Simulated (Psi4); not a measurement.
**HF/STO-3G run of C2H3Cl2F (1,1-dichloro-1-fluoroethane)**

What is the energy change on altering one bond length of C2H3Cl2F (1,1-dichloro-1-fluoroethane) at HF/STO-3G? 

The calculation is run with Psi4 1.11.

1 further run of the same task is left out (set aside as unsound or not needed).

## 1. The molecule

The species is C2H3Cl2F (8 atoms), meant as a singlet with charge 0. SMILES: `CC(F)(Cl)Cl`. The shape is that of a PBE0-D4/def2-TZVP optimisation.

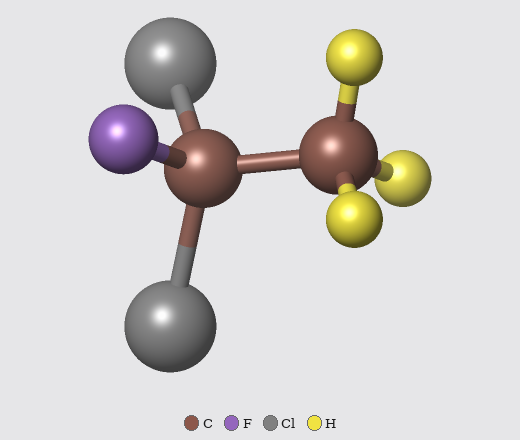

The structure, seen from a chosen angle (carbon brown, fluorine purple, chlorine grey, hydrogen yellow).

## 2. Energy and gradient at HF/STO-3G

The input, calc.inp:

```
memory 1600 mb

molecule mol {
  C     -0.25227844    -0.95601245     1.22132999
  C      0.37681139     0.73944983    -0.96621697
  F      2.87918672     1.21547184    -1.01553882
  Cl    -0.43917235    -0.70430093    -3.88508794
  Cl    -1.21150342     3.68534389    -0.70486784
  H      0.30878125    -0.02229877     2.97064947
  H      0.78404737    -2.72498507     1.01270423
  H     -2.27163977    -1.34038274     1.26158116
  units au
  symmetry c1
}

set {
  puream true
  e_convergence 1e-09
  d_convergence 1e-08
  scf_type pk
}

e_tot, wfn = gradient('scf/STO-3G', return_wfn=True)
oeprop(wfn, 'LOWDIN_CHARGES', 'WIBERG_LOWDIN_INDICES', 'DIPOLE')
```

On the command line:

```
psi4 -n 1 calc.inp calc.out
```

calc.out (excerpt; [...] marks lines left out):

```text
[...]
  Running in c1 symmetry.
[...]
  Nuclear repulsion =  300.005224920143007
[...]
  Multiplicity = 1
[...]
  Nalpha       = 29
  Nbeta        = 29
[...]
    Number of basis functions: 36
[...]
   @RHF iter   1: -1083.53412040040325   -2.05910e+00   1.48956e-02 DIIS/ADIIS
[...]
   @RHF iter  10: -1083.75076630687681   -2.72848e-12   7.50082e-09 DIIS
[...]
    Orbital Energies [Eh]
    ---------------------
    Doubly Occupied:
       1A   -103.727144     2A   -103.727128     3A    -26.024979
       4A    -11.276638     5A    -11.104996     6A    -10.409758
       7A    -10.409523     8A     -7.854007     9A     -7.853904
      10A     -7.848092    11A     -7.847875    12A     -7.847850
      13A     -7.847709    14A     -1.583496    15A     -1.147588
      16A     -1.033504    17A     -0.990561    18A     -0.777067
      19A     -0.649732    20A     -0.648872    21A     -0.645694
      22A     -0.567416    23A     -0.547341    24A     -0.494144
      25A     -0.458799    26A     -0.427538    27A     -0.420853
      28A     -0.410673    29A     -0.398971
[...]
  @RHF Final Energy: -1083.75076630687681
   => Energetics <=
    Nuclear Repulsion Energy =            300.0052249201430072
    One-Electron Energy =               -2097.5482781673122190
    Two-Electron Energy =                 713.7922869402922288
    Total Energy =                      -1083.7507663068768125
[...]
  -Total Gradient:
     Atom            X                  Y                   Z
    ------   -----------------  -----------------  -----------------
       1        0.012151711887     0.024487943214    -0.030831476868
       2       -0.018894801714    -0.004740242715     0.001999276528
       3       -0.027263425363    -0.004919031742     0.000172969716
       4        0.011879523296     0.019385949684     0.034412308830
       5        0.021449186752    -0.034930176618    -0.004913767326
       6        0.001225696326     0.003054657999     0.002295268519
       7        0.002238059155    -0.002739823482    -0.001895853828
       8       -0.002785950335     0.000400723653    -0.001238725574
[...]
 Multipole Moments:
 ------------------------------------------------------------------------------------
     Multipole            Electronic (a.u.)      Nuclear  (a.u.)        Total (a.u.)
 ------------------------------------------------------------------------------------
 L = 1.  Multiply by 2.5417464519 to convert [e a0] to [Debye]
 Dipole X            :          1.3691746           -1.2219839            0.1471908
 Dipole Y            :          3.5537320           -4.0997213           -0.5459893
 Dipole Z            :         -4.5727863            5.3622794            0.7894931
 Magnitude           :                                                    0.9711173
[...]
```

Wall time 3.6 s (1 thread of Intel Xeon at 2.70GHz, shared host); peak memory 0.18 GiB.

## 3. The distorted shape: the energy at HF/STO-3G

The input, job.py:

```python
import psi4

psi4.set_memory('1600 MB')
psi4.set_num_threads(1)
psi4.set_output_file('psi4.out', False)

molecule = psi4.geometry("""
0 1
C
C 1 1.501941
F 2 1.348199 1 110.13502
Cl 2 1.776496 3 107.59323 1 -121.18366
Cl 2 3.9082 3 107.59344 1 121.18253
H 1 1.090507 2 108.85966 3 59.80096
H 1 1.090511 6 109.75259 2 119.05489
H 1 1.087994 6 109.60248 7 120.41117
symmetry c1
no_reorient
no_com
""")

psi4.set_options({
    'puream': True,
    'e_convergence': 1e-09,
    'd_convergence': 1e-08,
    'scf_type': 'pk',
})

result, w = psi4.energy("hf/STO-3G", molecule=molecule, return_wfn=True)
psi4.oeprop(w, "MULLIKEN_CHARGES", "QUADRUPOLE", "MAYER_INDICES")
print(f'hf/STO-3G energy: {result:.10f} Eh')
```

On the command line:

```
python job.py
```

psi4.out (excerpt; [...] marks lines left out):

```text
[...]
  Running in c1 symmetry.
[...]
  Nuclear repulsion =  236.998637454935221
[...]
  Multiplicity = 1
[...]
  Nalpha       = 29
  Nbeta        = 29
[...]
    Number of basis functions: 36
[...]
   @RHF iter   1: -1083.18501617341485   -2.10117e+00   1.55766e-02 DIIS/ADIIS
[...]
   @RHF iter  31: -1083.49538716933580   -6.82121e-13   1.41883e-09 DIIS
[...]
  @RHF Final Energy: -1083.49538716933580
   => Energetics <=
    Nuclear Repulsion Energy =            236.9986374549352206
    One-Electron Energy =               -1972.2890545731247585
    Two-Electron Energy =                 651.7950299488536530
    Total Energy =                      -1083.4953871693357996
[...]
 Multipole Moments:
 ------------------------------------------------------------------------------------
     Multipole            Electronic (a.u.)      Nuclear  (a.u.)        Total (a.u.)
 ------------------------------------------------------------------------------------
 L = 1.  Multiply by 2.5417464519 to convert [e a0] to [Debye]
 Dipole X            :          0.7567125            1.6114627            2.3681752
 Dipole Y            :         -0.3694379           -1.2042106           -1.5736485
 Dipole Z            :          5.7311729           -7.5628183           -1.8316454
 Magnitude           :                                                    3.3822401
 L = 2.  Multiply by 1.3450342976 to convert [e a0^2] to [Debye ang]
 Quadrupole XX       :       -735.7321422          696.0376801          -39.6944621
 Quadrupole XY       :        217.0955404         -213.1974995            3.8980409
[...]
  Mulliken Charges: (a.u.)
   Center  Symbol    Alpha    Beta     Spin     Total
       1     C     3.10055  3.10055  0.00000 -0.20110
       2     C     2.83458  2.83458  0.00000  0.33084
       3     F     4.51894  4.51894  0.00000 -0.03787
       4    CL     8.51425  8.51425  0.00000 -0.02850
       5    CL     8.71619  8.71619  0.00000 -0.43238
       6     H     0.44011  0.44011  0.00000  0.11979
       7     H     0.43700  0.43700  0.00000  0.12600
       8     H     0.43839  0.43839  0.00000  0.12322
   Total alpha = 29.00000, Total beta = 29.00000, Total charge =  0.00000
[...]
```

The script printed:

```text
hf/STO-3G energy: -1083.4953871693 Eh
```

Run time: 2.6 s. Hardware: 1 thread of Intel Xeon at 2.70GHz, shared host; peak memory 0.18 GiB.

## 4. Results

Level: HF/STO-3G.

| quantity | value |
| --- | --- |
| first shape: total energy | -1083.75077 Eh |
| first shape: dipole moment | 2.47 D |
| first shape: HOMO energy | -10.86 eV |
| first shape: LUMO energy | 8.10 eV |
| first shape: HOMO–LUMO gap | 18.96 eV |
| first shape: largest force on an atom | 2.123 eV/Å |
| distorted shape: total energy | -1083.49539 Eh |
| distorted shape: dipole moment | 8.60 D |
| distorted shape: HOMO energy | -5.55 eV |
| distorted shape: LUMO energy | -1.41 eV |
| distorted shape: HOMO–LUMO gap | 4.14 eV |
| energy change with the C2–Cl5 bond stretched from 1.776 to 3.908 Å | 6.949 eV |

What this shows: One bond (distorted shape) is far stretched, which a spin-restricted single reference describes badly; a broken-symmetry solution may lie lower. With the C2–Cl5 bond stretched from 1.776 to 3.908 Å the energy rises by 6.95 eV (670 kJ/mol). The first shape isn't relaxed at this level, so the change isn't measured from a minimum. A restricted reference can't describe the breaking bond well at this length. The minimal basis adds a large error of its own. The largest force (first shape) is 2.12 eV/Å: the shape isn't a stationary point for this species at this level.
